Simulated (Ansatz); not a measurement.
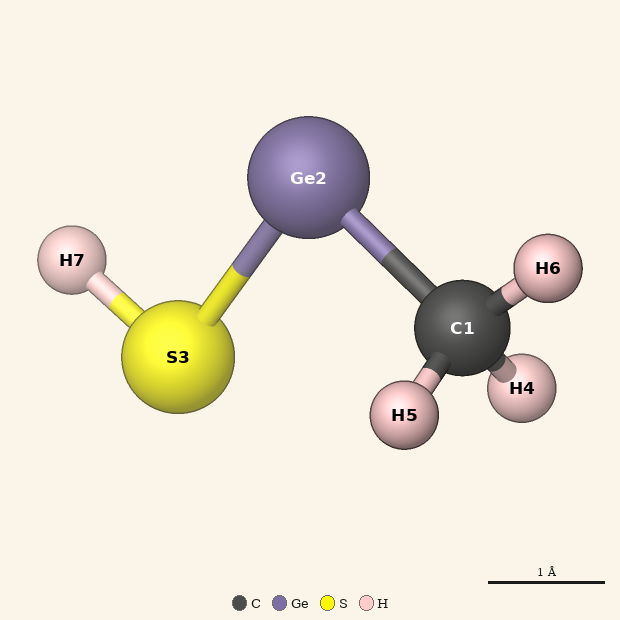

Orthographic view. Depth is shown by fading: the farther an atom, the more it takes the colour of the background. The computed geometry is a stationary point of PBE0-D4/def2-TZVP, a saddle point of order 1.

Give the geometry as a Z-matrix, atoms in numerical order, with these reference atoms: 2 to 1; 3 to 2, 1; 4 to 1, 2, 3; 5 to 1, 4, 2; 6 to 1, 4, 5; 7 to 3, 2, 1.

```
C  
Ge   1   1.996
S    2   2.229   1    93.9
H    1   1.094   2   110.7   3    57.9
H    1   1.094   4   107.7   2   120.6
H    1   1.091   4   108.9   5   117.8
H    3   1.343   2    95.9   1   179.8
```
